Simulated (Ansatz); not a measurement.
# Ge(GeH3)2H2 (Ge3H8): single points with varied inputs

How do the results and run time of Ge(GeH3)2H2 (Ge3H8) respond when the settings are drawn wide?

Computed with Ansatz 0.2.0, Gaussian basis. Level: the settings change from run to run.

## 1. The molecule

An earlier r2SCAN-D4/def2-SVP relaxation fixed the geometry.

11 atoms, charge 0, spin multiplicity 1.

Atoms are counted from 1 here; the program's logs count them from 0.

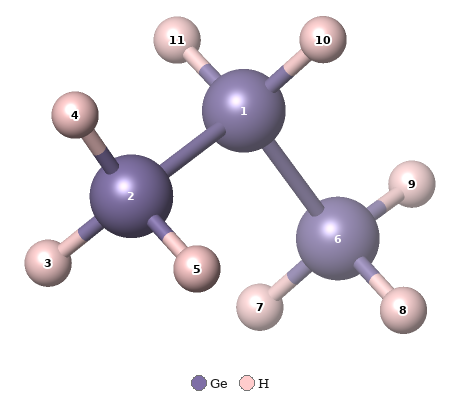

The structure; germanium purple, hydrogen pink; atoms are numbered from 1 in the order of the file.

## 2. CAM-B3LYP/cc-pVDZ

This run has D3(BJ) with three-body dispersion.

Input file in.yaml:

```yaml
crystal:
  periodic: [false, false, false]
  atoms:
    - {symbol: Ge, position_ang: [-0.814592, 0.016554, -0.578301]}
    - {symbol: Ge, position_ang: [-0.851226, -0.019729, 1.838278]}
    - {symbol: H, position_ang: [-0.194274, -1.309054, 2.358162]}
    - {symbol: H, position_ang: [-2.292734, 0.045209, 2.367861]}
    - {symbol: H, position_ang: [-0.069191, 1.181034, 2.394988]}
    - {symbol: Ge, position_ang: [1.454961, 0.005373, -1.409809]}
    - {symbol: H, position_ang: [2.176259, -1.276855, -0.963076]}
    - {symbol: H, position_ang: [2.225238, 1.213637, -0.853085]}
    - {symbol: H, position_ang: [1.478895, 0.073001, -2.945091]}
    - {symbol: H, position_ang: [-1.540148, 1.277673, -1.083933]}
    - {symbol: H, position_ang: [-1.573199, -1.206842, -1.125983]}
basis:
  gaussian: {orbitals: cc-pVDZ}
hamiltonian: {xc: {name: CAM-B3LYP}, dispersion: d3bjatm}
scf: {omitted_lower_state_checks: [starts]}
```

Launch:

```console
> ansatz run in.yaml --threads 4 --pin off --events-out ev --progress --plain --max-ram 3916MiB
```

The log of the run:

```text
Functional definition: CAM-B3LYP
  name "CAM-B3LYP"
  cite "Yanai, Tew & Handy, Chem. Phys. Lett. 393, 51 (2004) doi:10.1016/j.cplett.2004.06.011"
  cite "Iikura, Tsuneda, Yanai & Hirao, J. Chem. Phys. 115, 3540 (2001) doi:10.1063/1.1383587"
  cite "Becke, Phys. Rev. A 38, 3098 (1988) doi:10.1103/PhysRevA.38.3098"
  cite "Lee, Yang & Parr, Phys. Rev. B 37, 785 (1988) doi:10.1103/PhysRevB.37.785"
  cite "Vosko, Wilk & Nusair, Can. J. Phys. 58, 1200 (1980) doi:10.1139/p80-159"
  parameter alpha = 0.19
  parameter beta = 0.46
  parameter omega = 0.33/bohr
  parameter ac = 0.81
  # Exact exchange under (alpha + beta erf(omega r))/r, Becke's under what is left of 1/r.
  exchange = (1 - alpha - beta)*b88_x + beta*b88_x_sr(omega) + alpha*exact_x + beta*exact_x_lr(omega)
  correlation = (1 - ac)*vwn5_c + ac*lyp_c
these checks for a lower state are left out or cut short: starts
1323 factors; integrals over basis functions are off by at most 1.1e-3 eV
410 factors; integrals over basis functions are off by at most 5.8e-6 eV
mean field evaluation 1: about -169691.8381 eV, gradient 9.1e0 eV
mean field evaluation 2: about -169692.0534 eV, gradient 3.2e0 eV
mean field evaluation 4: about -169692.0806 eV, gradient 1.4e-1 eV
mean field evaluation 8: about -169692.1093 eV, gradient 2.4e-3 eV
mean field -169692.10930222 eV, -6236.0699954137 hartree, gradient 6.0e-5 eV, S^2 0.000000; 0 other end points of the search recorded, 0 dependent functions left out
reference -169692.10946299 eV, -6236.0700013220 hartree; 52, 52 occupied and 69, 69 virtual orbitals, 1323 factors
Total energy: -169692.33761439 eV, -6236.0783857311 hartree
Checks for a lower state left out: starts
```

Wall time 3.1 s (4 threads of Arm Neoverse V1, shared host).

## 3. RPBE/6-31G

Set apart from the defaults: D3(BJ) dispersion, high accuracy.

Edit in.yaml of step 2 so:

```diff
@@ -15,4 +15,5 @@
 basis:
-  gaussian: {orbitals: cc-pVDZ}
-hamiltonian: {xc: {name: CAM-B3LYP}, dispersion: d3bjatm}
-scf: {omitted_lower_state_checks: [starts]}
+  gaussian: {orbitals: 6-31G}
+hamiltonian: {xc: {name: RPBE}, dispersion: d3bj}
+accuracy: high
+output: {forces: true}
```

Launched as before.

The log of the run, shortened:

```text
Functional definition: RPBE
  name "RPBE"
  cite "Hammer, Hansen & Nørskov, Phys. Rev. B 59, 7413 (1999) doi:10.1103/PhysRevB.59.7413"
  cite "Perdew, Burke & Ernzerhof, Phys. Rev. Lett. 77, 3865 (1996) doi:10.1103/PhysRevLett.77.3865"
[...]
2018 factors; integrals over basis functions are off by at most 1.0e-8 eV
[...]
mean field -169647.51661284 eV, -6234.4312443051 hartree, gradient 4.5e-8 eV, S^2 0.000000; 0 other end points of the search recorded, 0 dependent functions left out
[...]
reference -169647.51661859 eV, -6234.4312445164 hartree; 52, 52 occupied and 51, 51 virtual orbitals, 2018 factors
Total energy: -169649.17162852 eV, -6234.4920650096 hartree
Atom 0 at    -0.814592     0.016554    -0.578301 Å, force     0.175437    -0.000361     0.124840 eV/Å
Atom 1 at    -0.851226    -0.019729     1.838278 Å, force    -0.013367    -0.002450    -0.207461 eV/Å
Atom 2 at    -0.194274    -1.309054     2.358162 Å, force     0.110620    -0.208160     0.082075 eV/Å
Atom 3 at    -2.292734     0.045209     2.367861 Å, force    -0.243174     0.009047     0.103930 eV/Å
Atom 4 at    -0.069191     1.181034     2.394988 Å, force     0.132365     0.198393     0.088685 eV/Å
Atom 5 at     1.454961     0.005373    -1.409809 Å, force    -0.201284    -0.003993     0.056925 eV/Å
Atom 6 at     2.176259    -1.276855    -0.963076 Å, force     0.116587    -0.208346     0.077388 eV/Å
Atom 7 at     2.225238     1.213637    -0.853085 Å, force     0.125870     0.200052     0.096365 eV/Å
Atom 8 at     1.478895     0.073001    -2.945091 Å, force     0.017891     0.009857    -0.265748 eV/Å
Atom 9 at    -1.540148     1.277673    -1.083933 Å, force    -0.107943     0.205304    -0.075172 eV/Å
Atom 10 at    -1.573199    -1.206842    -1.125983 Å, force    -0.113002    -0.199341    -0.081828 eV/Å
Dipole moment:    -0.010527    -0.000310    -0.007627 e Å
```

Run time: 6 s. Hardware: 4 threads of Arm Neoverse V1, shared host.

Largest force 0.267 eV/Å, dipole 0.06 D.

## 4. HF/def2-mTZVP

Set apart from the defaults: density fitting with def2-universal-jkfit, relativity set to none, high accuracy.

Edit in.yaml of step 3 so:

```diff
@@ -15,5 +15,6 @@
 basis:
-  gaussian: {orbitals: 6-31G}
-hamiltonian: {xc: {name: RPBE}, dispersion: d3bj}
+  gaussian: {orbitals: def2-mTZVP, fitting: {mean_field: def2-universal-jkfit}}
+hamiltonian: {xc: {name: HF}, pseudopotentials: {relativity: none}}
 accuracy: high
+scf: {omitted_lower_state_checks: [starts]}
 output: {forces: true}
```

Launched as before.

The log of the run, shortened:

```text
Functional definition: HF
  name "HF"
  cite "Fock, Z. Phys. 61, 126 (1930) doi:10.1007/BF01340294"
  parent pbe
[...]
942 factors; integrals over basis functions are off by at most 6.1e-1 eV
[...]
mean field -169546.97644673 eV, -6230.7364613490 hartree, gradient 7.6e-9 eV, S^2 0.000000; 0 other end points of the search recorded, 0 dependent functions left out
[...]
reference -169546.97644673 eV, -6230.7364613490 hartree; 52, 52 occupied and 80, 80 virtual orbitals, 942 factors
Total energy: -169546.97644673 eV, -6230.7364613490 hartree
Atom 0 at    -0.814592     0.016554    -0.578301 Å, force    -0.377736     0.012510    -0.267695 eV/Å
Atom 1 at    -0.851226    -0.019729     1.838278 Å, force    -0.060734    -0.012579     0.437002 eV/Å
Atom 2 at    -0.194274    -1.309054     2.358162 Å, force    -0.004692     0.014270     0.001112 eV/Å
Atom 3 at    -2.292734     0.045209     2.367861 Å, force     0.016869    -0.002759     0.011796 eV/Å
Atom 4 at    -0.069191     1.181034     2.394988 Å, force    -0.005201    -0.007748     0.003251 eV/Å
Atom 5 at     1.454961     0.005373    -1.409809 Å, force     0.391365    -0.006860    -0.200066 eV/Å
Atom 6 at     2.176259    -1.276855    -0.963076 Å, force    -0.000127     0.012621    -0.004462 eV/Å
Atom 7 at     2.225238     1.213637    -0.853085 Å, force     0.002191    -0.007291    -0.005589 eV/Å
Atom 8 at     1.478895     0.073001    -2.945091 Å, force     0.016806    -0.002325     0.009805 eV/Å
Atom 9 at    -1.540148     1.277673    -1.083933 Å, force     0.010271    -0.013647     0.007054 eV/Å
Atom 10 at    -1.573199    -1.206842    -1.125983 Å, force     0.010986     0.013810     0.007791 eV/Å
Dipole moment:    -0.016407    -0.000169    -0.011841 e Å
Checks for a lower state left out: starts
```

Run time: 1.4 s. Hardware: 4 threads of Arm Neoverse V1, shared host.

Largest force 0.463 eV/Å, dipole 0.10 D.

## 5. PBE0/def2-SVPD

Options: charge +1, multiplicity 2, D3(BJ) with three-body dispersion.

Edit in.yaml of step 4 so:

```diff
@@ -15,6 +15,5 @@
 basis:
-  gaussian: {orbitals: def2-mTZVP, fitting: {mean_field: def2-universal-jkfit}}
-hamiltonian: {xc: {name: HF}, pseudopotentials: {relativity: none}}
-accuracy: high
-scf: {omitted_lower_state_checks: [starts]}
-output: {forces: true}
+  gaussian: {orbitals: def2-SVPD}
+total_charge: 1
+magnetization: {spin_polarized: true, initial_magnetization: 1}
+hamiltonian: {xc: {name: PBE0}, dispersion: d3bjatm}
```

Launched as before.

The log of the run, shortened:

```text
Functional definition: PBE0
  name "PBE0"
  cite "Adamo & Barone, J. Chem. Phys. 110, 6158 (1999) doi:10.1063/1.478522"
  cite "Perdew, Burke & Ernzerhof, Phys. Rev. Lett. 77, 3865 (1996) doi:10.1103/PhysRevLett.77.3865"
  parent pbe
[...]
1730 factors; integrals over basis functions are off by at most 1.3e-3 eV
[...]
mean field -169632.81866129 eV, -6233.8911045482 hartree, gradient 1.1e-5 eV, S^2 0.755934; 4 other end points of the search recorded, 0 dependent functions left out
reference -169632.81869745 eV, -6233.8911058771 hartree; 52, 51 occupied and 126, 127 virtual orbitals, 1730 factors
Total energy: -169633.03747348 eV, -6233.8991457477 hartree
```

Run time: 15 s. Hardware: 4 threads of Arm Neoverse V1, shared host; peak memory 0.86 GiB.

⟨S²⟩ 0.756.

## 6. All runs side by side

```
            level  charge  multiplicity  geometry  functions  energy (eV)   time
CAM-B3LYP/cc-pVDZ       0             1   relaxed        121  -169692.338  3.1 s
       RPBE/6-31G       0             1   relaxed        103  -169649.172    6 s
    HF/def2-mTZVP       0             1   relaxed        132  -169546.976  1.4 s
   PBE0/def2-SVPD       1             2   relaxed        178  -169633.037   15 s
```

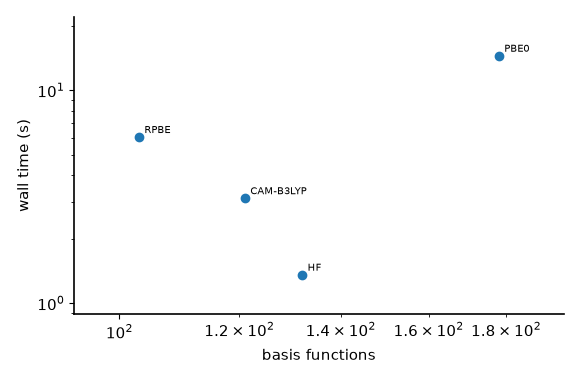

Wall time against the number of basis functions (shared host).

## 7. Outcome

| quantity | value |
| --- | --- |
| runs | 4 |
| quickest | HF/def2-mTZVP, 1.4 s |
| slowest | PBE0/def2-SVPD, 15 s |
| spread of total energies, same state and geometry | 145.4 eV |
| dipole, same state and geometry | 0.06 to 0.10 D |

**Reading.** PBE0/def2-SVPD took 11 times as long as HF/def2-mTZVP. The jobs differ in tasks and options as well as level. Total energies at one charge and spin differ by 145 eV between levels, so only differences within one level mean anything. At the r2SCAN-D4/def2-SVP geometry and in the same state, runs without warnings or point charges leave forces up to 0.46 eV/Å (HF/def2-mTZVP).
